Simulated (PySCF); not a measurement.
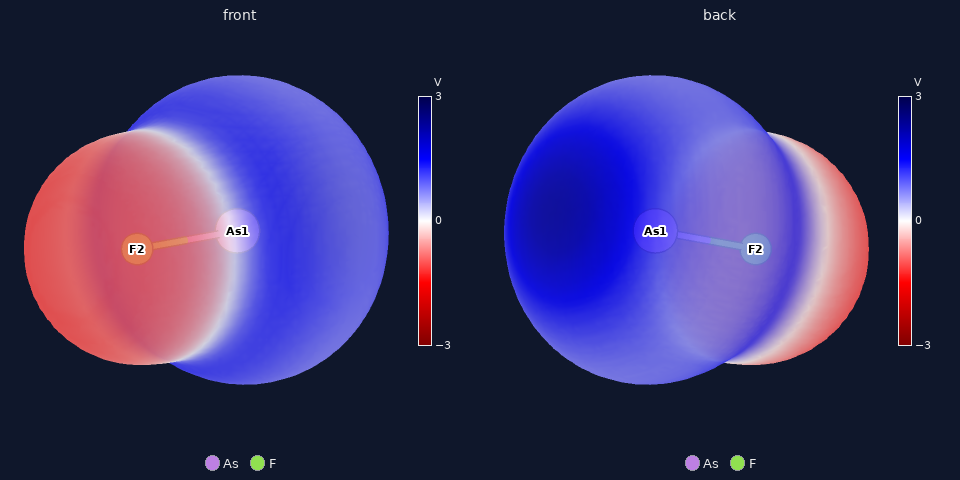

*AsF (triplet). The electrostatic potential painted on the density surface at 0.004 e/bohr³, seen from the front and from behind; red is negative and blue positive.*

The calculation used PySCF 2.14.0, PBE0/def2-TZVPP, non-relativistic Hamiltonian with scalar-relativistic core potentials where named, at a bond length of 1.745 Å.

> Where is the surface potential most negative and most positive?

The most negative region (about −1.0 V) lies over F2, the most positive (about +2.2 V) over As1.
